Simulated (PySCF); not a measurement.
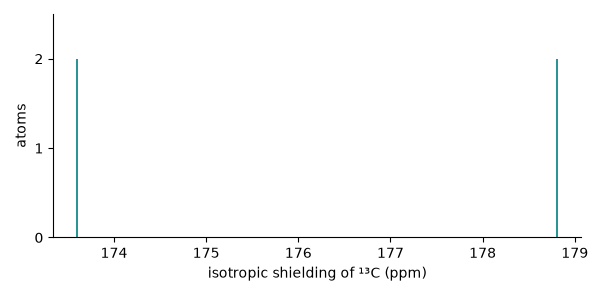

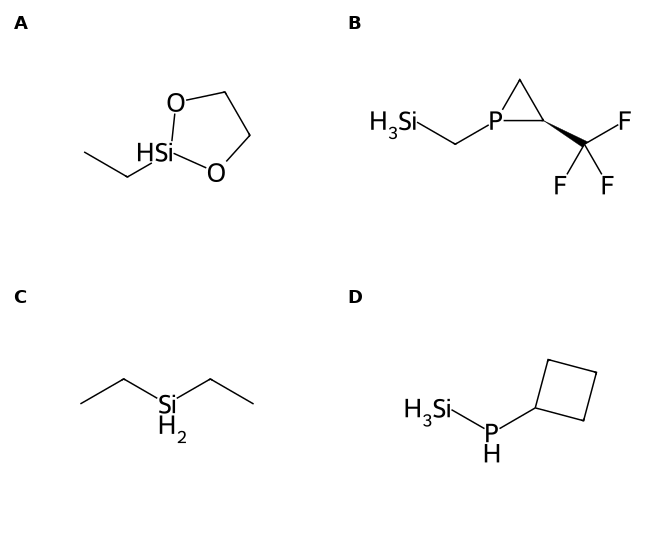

The sticks are computed shieldings of one of the molecules, for one fixed geometry (PBE0-D3(BJ)/def2-SVP) without averaging over rotations. Low shielding means a high chemical shift. Method: GIAO PBE0/pcSseg-1 NMR shielding, non-relativistic, gas phase (PySCF 2.14.0).

Which molecule gives this pattern?

Answer. C, `CC[SiH2]CC`. Its 4 C atoms give lines at 173.6 (2 atoms), 178.8 (2 atoms) ppm.

The geometry is semi-empirical. Around P, Si such bond lengths and angles can be off by a tenth of an ångström or more and by several degrees, and values that hang on the shape move with them.
